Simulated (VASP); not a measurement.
Band structure of CdS (space group F-43m). Computed with PBEsol GGA with spin-orbit coupling, VASP's PBE PAW potentials (set 64) (plane waves; VASP).

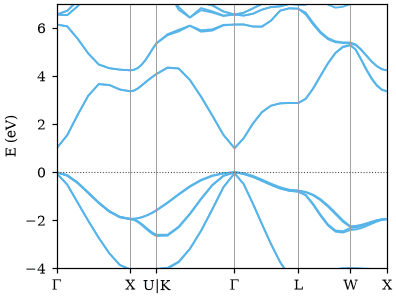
Figure: Bands along high-symmetry lines, zero at the valence-band maximum or, without a gap, the Fermi level

Question: Read the plot: is there a gap, and where are the band edges?

Answer: The gap is direct, 1.00 eV, from the valence maximum at Γ to the conduction minimum at Γ.

The structure comes from a measured CdS entry (F-43m) of the Crystallography Open Database, whose conditions weren't checked. It was relaxed first.
